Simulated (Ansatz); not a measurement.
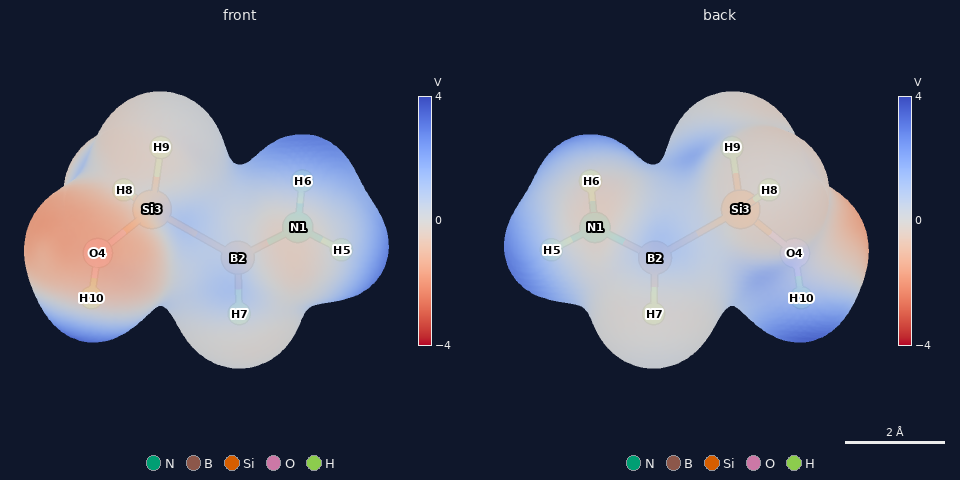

Figure 1: BH₆NOSi (SMILES NB[SiH2]O). The molecular electrostatic potential painted on the density surface at 0.004 e/bohr³, seen from the front and from behind; the colour scale runs from red (negative) to blue (positive).

Geometry: PBE0-D4/def2-TZVP.

These are results of Ansatz, RKS PBE0-D4/def2-TZVPP, not measurements.

Input file:

```
crystal:
  periodic: [false, false, false]
  atoms:
    - {symbol: N, position_ang: [-1.326402, 1.347505, -0.014428]}
    - {symbol: B, position_ang: [-0.650406, 0.258503, -0.541826]}
    - {symbol: Si, position_ang: [0.723686, -0.746413, 0.542988]}
    - {symbol: O, position_ang: [2.131108, -1.015008, -0.296556]}
    - {symbol: H, position_ang: [-2.029705, 1.860668, -0.521308]}
    - {symbol: H, position_ang: [-1.161558, 1.710181, 0.910443]}
    - {symbol: H, position_ang: [-0.928585, -0.064627, -1.666259]}
    - {symbol: H, position_ang: [0.142010, -2.043827, 1.013304]}
    - {symbol: H, position_ang: [1.144482, 0.002389, 1.761710]}
    - {symbol: H, position_ang: [2.038373, -1.360573, -1.185070]}
basis:
  gaussian: {orbitals: def2-TZVPP}
hamiltonian: {xc: pbe0, dispersion: d4}
output: {orbitals: {seedname: orbitals}}
```

Run with:

```sh
ansatz run in.yaml --threads 2 --pin off --events-out ev --progress --plain --max-ram 4352MiB
```

### Where is the surface potential most negative and most positive?

The most negative region (about −1.8 V) lies over O4, the most positive (about +3.2 V) over H10. O4 is the likeliest acceptor of a hydrogen bond.
